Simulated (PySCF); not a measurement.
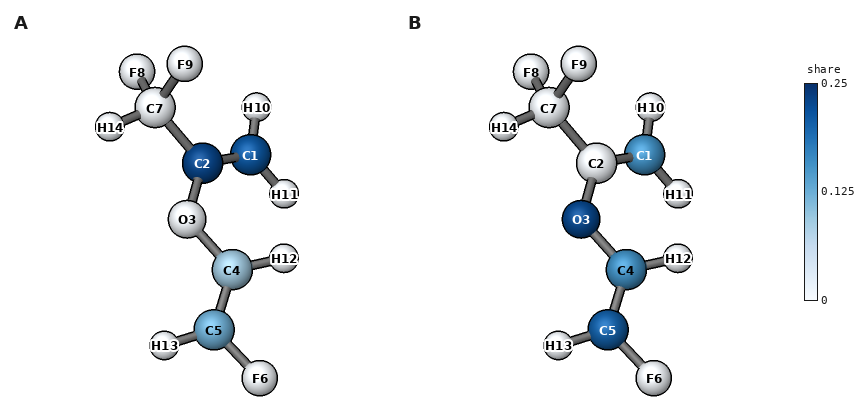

Each panel colours the atoms by their Löwdin share in one orbital (up to four of the largest shares; other atoms are shown as zero). Computed geometry: GFN2-xTB optimisation. No frequency run is at hand to confirm it as a minimum. Computed with CAM-B3LYP/def2-SVPD (PySCF 2.14.0).

> The panels show the HOMO, LUMO, in some order. Which is which?

A: LUMO, 0.27 eV; C2 0.23, C1 0.21, C5 0.12, C4 0.09
B: HOMO, −8.39 eV; O3 0.23, C5 0.20, C1 0.16, C4 0.16
